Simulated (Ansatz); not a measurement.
# SiH4 with AsH3: superposition error and deformation, part 3 of 3

Ansatz 0.2.0, Gaussian basis. Earlier steps stand in the parts before.

### 25 B97M-V/def2-TZVPPD

The inputs:

free-a/in.yaml

```yaml
crystal:
  periodic: [false, false, false]
  atoms:
    - {symbol: Si, position_ang: [-0.030207, 0.065973, -1.772986]}
    - {symbol: H, position_ang: [-0.926054, 1.167919, -1.340069]}
    - {symbol: H, position_ang: [-0.411100, -1.186447, -1.071869]}
    - {symbol: H, position_ang: [1.375089, 0.411489, -1.441337]}
    - {symbol: H, position_ang: [-0.158789, -0.128727, -3.239333]}
basis:
  gaussian: {orbitals: "def2-TZVPPD.json"}
hamiltonian: {xc: {name: B97M-V}}
```

free-b/in.yaml

```yaml
crystal:
  periodic: [false, false, false]
  atoms:
    - {symbol: As, position_ang: [-0.118503, -0.693682, 2.293235]}
    - {symbol: H, position_ang: [0.183799, 0.254851, 3.444144]}
    - {symbol: H, position_ang: [1.100709, -0.223045, 1.513646]}
    - {symbol: H, position_ang: [-1.014846, 0.331668, 1.614471]}
basis:
  gaussian: {orbitals: "def2-TZVPPD.json"}
hamiltonian: {xc: {name: B97M-V}}
```

Each run has its own folder and the same command.

The run is started by

```sh
ansatz run in.yaml --threads 4 --pin off --events-out ev --progress --plain --max-ram 9574MiB
```

Log of free-a, cut to the lines that bear on the results:

```text
Functional definition: B97M-V
  name "B97M-V"
  cite "Mardirossian & Head-Gordon, J. Chem. Phys. 142, 074111 (2015) doi:10.1063/1.4907719"
  cite "Becke, J. Chem. Phys. 107, 8554 (1997) doi:10.1063/1.475007"
  cite "Vydrov & Van Voorhis, J. Chem. Phys. 133, 244103 (2010) doi:10.1063/1.3521275"
  # Of w^i u^j: cxij and so on, Table III.
[...]
  gx(w, u) = cx00 + cx01*u + cx02*u^2 + (cx10 + cx11*u)*w
[...]
  gos(w, u) = cos00 + cos01*u + cos03*u^3 + cos10*w + cos32*w^3*u^2
[...]
      + integral(e_c_pw_mod_opposite_spin*gos(b97_w_opposite, b97_u_opposite)) + vv10(b, c)
541 factors; their error is unknown
[...]
mean field -7940.58744907 eV, -291.8112064300 hartree, gradient 1.4e-5 eV, S^2 0.000000; 0 other end points of the search recorded, 0 dependent functions left out
reference -7940.58750064 eV, -291.8112083249 hartree; 9, 9 occupied and 107, 107 virtual orbitals, 541 factors
Total energy: -7940.58750064 eV, -291.8112083249 hartree
```

free-b printed, cut to the lines that bear on the results:

```text
[... 5 set-up lines as earlier in the session ...]
  # Of w^i u^j: cxij and so on, Table III.
[...]
  gx(w, u) = cx00 + cx01*u + cx02*u^2 + (cx10 + cx11*u)*w
[...]
  gos(w, u) = cos00 + cos01*u + cos03*u^3 + cos10*w + cos32*w^3*u^2
[...]
      + integral(e_c_pw_mod_opposite_spin*gos(b97_w_opposite, b97_u_opposite)) + vv10(b, c)
584 factors; their error is unknown
[...]
mean field -60878.68959580 eV, -2237.2505775877 hartree, gradient 3.2e-5 eV, S^2 0.000000; 0 other end points of the search recorded, 0 dependent functions left out
reference -60878.68963820 eV, -2237.2505791458 hartree; 18, 18 occupied and 87, 87 virtual orbitals, 584 factors
Total energy: -60878.68963820 eV, -2237.2505791458 hartree
```

Wall times: 1.4 s (free-a), 1.4 s (free-b) on 4 threads of Arm Neoverse V1, shared host.

### 26 HSE06-D4/def2-TZVPPD

Each input of step 25 (free-a, free-b) changes in the same lines:

```diff
-hamiltonian: {xc: {name: B97M-V}}
+hamiltonian: {xc: hse06, dispersion: d4}
```

One command serves all of them, each in its own folder.

The run is started by

```sh
ansatz run in.yaml --threads 4 --pin off --events-out ev --progress --plain --max-ram 9574MiB
```

Log of free-a, cut to the lines that bear on the results:

```text
[... 6 set-up lines as earlier in the session ...]
[...]
558 factors; their error is unknown
66 factors; integrals over basis functions are off by at most 3.1e-6 eV
[...]
mean field -7938.90201691 eV, -291.7492679405 hartree, gradient 7.3e-5 eV, S^2 0.000000; 0 other end points of the search recorded, 0 dependent functions left out
reference -7938.90205148 eV, -291.7492692107 hartree; 9, 9 occupied and 107, 107 virtual orbitals, 558 factors
Total energy: -7938.93377116 eV, -291.7504348875 hartree
```

Output in free-b, cut to the lines that bear on the results:

```text
[... 6 set-up lines as earlier in the session ...]
[...]
614 factors; their error is unknown
56 factors; integrals over basis functions are off by at most 3.3e-6 eV
[...]
mean field -60882.40729456 eV, -2237.3872004972 hartree, gradient 9.9e-6 eV, S^2 0.000000; 0 other end points of the search recorded, 0 dependent functions left out
reference -60882.40732513 eV, -2237.3872016206 hartree; 18, 18 occupied and 87, 87 virtual orbitals, 614 factors
Total energy: -60882.43223117 eV, -2237.3881169006 hartree
```

Times: 0.5 s (free-a), 0.6 s (free-b) on 4 threads of Arm Neoverse V1, shared host.

### 27 CCSD(T)/def2-TZVPPD

The same edit goes into each in.yaml of step 26 (free-a, free-b):

```diff
-hamiltonian: {xc: hse06, dispersion: d4}
+correlation: {method: ccsd_t}
```

Each run has its own folder and the same command.

The run is started by

```sh
ansatz run in.yaml --threads 4 --pin off --events-out ev --progress --plain --max-ram 9574MiB
```

Output in free-a, cut to the lines that bear on the results:

```text
[... 4 set-up lines as earlier in the session ...]
[...]
630 factors; integrals over basis functions are off by at most 7.5e-4 eV
[...]
mean field -7925.54762276 eV, -291.2585030073 hartree, gradient 5.7e-7 eV, S^2 0.000000; 0 other end points of the search recorded, 0 dependent functions left out
5 core orbitals not correlated: weight in the atoms' cores, before any rotation towards them, 1.000 or more for the frozen orbitals, at most 0.000 for the correlated occupied ones
reference -7925.54762276 eV, -291.2585030073 hartree; 4, 4 occupied and 107, 107 virtual orbitals, 630 factors
second order -3.92028792 eV of doubles, -0.00000000 eV of singles
cycle   1  -4.50944342 eV  change   -5.9e-1 eV  update   5.5e-2
[...]
cycle   8  -4.73151377 eV  change   -3.6e-6 eV  update   5.2e-6
perturbative correction -0.10621308 eV, -0.0039032588 hartree
Total energy: -7930.38534961 eV, -291.4362861899 hartree
```

Output in free-b, cut to the lines that bear on the results:

```text
[... 4 set-up lines as earlier in the session ...]
[...]
602 factors; integrals over basis functions are off by at most 5.1e-4 eV
[...]
mean field -60842.80004663 eV, -2235.9316609825 hartree, gradient 2.7e-6 eV, S^2 0.000000; 0 other end points of the search recorded, 0 dependent functions left out
9 core orbitals not correlated: weight in the atoms' cores, before any rotation towards them, 1.000 or more for the frozen orbitals, at most 0.000 for the correlated occupied ones
reference -60842.80004663 eV, -2235.9316609825 hartree; 9, 9 occupied and 87, 87 virtual orbitals, 602 factors
second order -7.86286203 eV of doubles, -0.00000000 eV of singles
cycle   1  -8.03491524 eV  change   -1.7e-1 eV  update   6.8e-2
[...]
cycle   8  -8.34625606 eV  change   -1.6e-5 eV  update   1.8e-5
perturbative correction -0.26803237 eV, -0.0098500080 hartree
Total energy: -60851.41433506 eV, -2236.2482302434 hartree
```

Times: 1.1 s (free-a), 1.8 s (free-b) on 4 threads of Arm Neoverse V1, shared host.

### 28 The split

| method | interaction with counterpoise (meV) | without | superposition error | deformation | binding energy |
| --- | --- | --- | --- | --- | --- |
| PBE-D4 | -57 | -60 | 3 | 0 | -57 |
| revPBE-D4 | -50 | -54 | 4 | 0 | -50 |
| BLYP-D4 | -44 | -48 | 4 | 0 | -44 |
| r2SCAN-D4 | -35 | -39 | 3 | 0 | -35 |
| B97M-V | -39 | -43 | 4 | 0 | -39 |
| PBE0-D4 | -51 | -55 | 3 | 0 | -51 |
| B3LYP-D4 | -48 | -51 | 3 | 0 | -48 |
| HSE06-D4 | -51 | -54 | 3 | 0 | -51 |
| wB97X-V | -41 | -44 | 3 | 0 | -41 |
| wB97M-V | -40 | -45 | 4 | 0 | -40 |
| B2PLYP | 3 | -5 | 8 | 0 | 3 |
| Hartree-Fock | 38 | 35 | 4 | 1 | 39 |
| MP2 | -34 | -53 | 18 | 0 | -34 |
| CCSD | -22 | -39 | 17 | 0 | -22 |
| CCSD(T) | -32 | -50 | 18 | 0 | -32 |

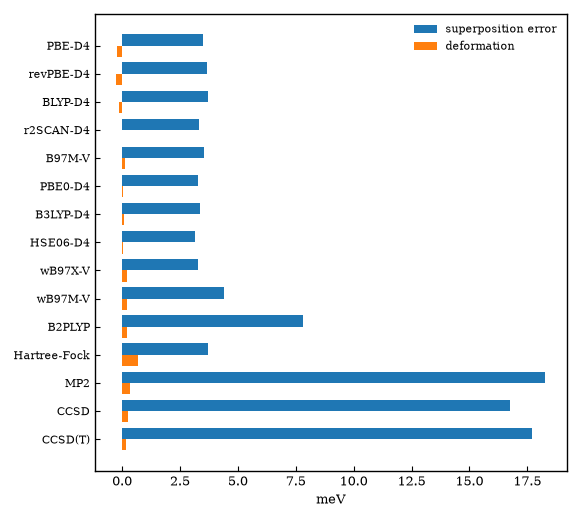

Superposition error and deformation energy by method.

### 29 Outcome

The summary covers parts 1 to 3.

| quantity | value |
| --- | --- |
| interaction, CCSD(T) | -32 meV |
| superposition error | 18 meV |
| deformation | 0 meV |
| binding energy | -32 meV |

What this shows: In this basis the superposition error is 18 meV for CCSD(T) and 4 meV on average for the plain functionals: correlated methods borrow far more, since they need many more functions to converge. Deformation takes back 1 % of the interaction. The free shapes are PBE0-D4 minima, so other methods can show a small negative deformation energy.
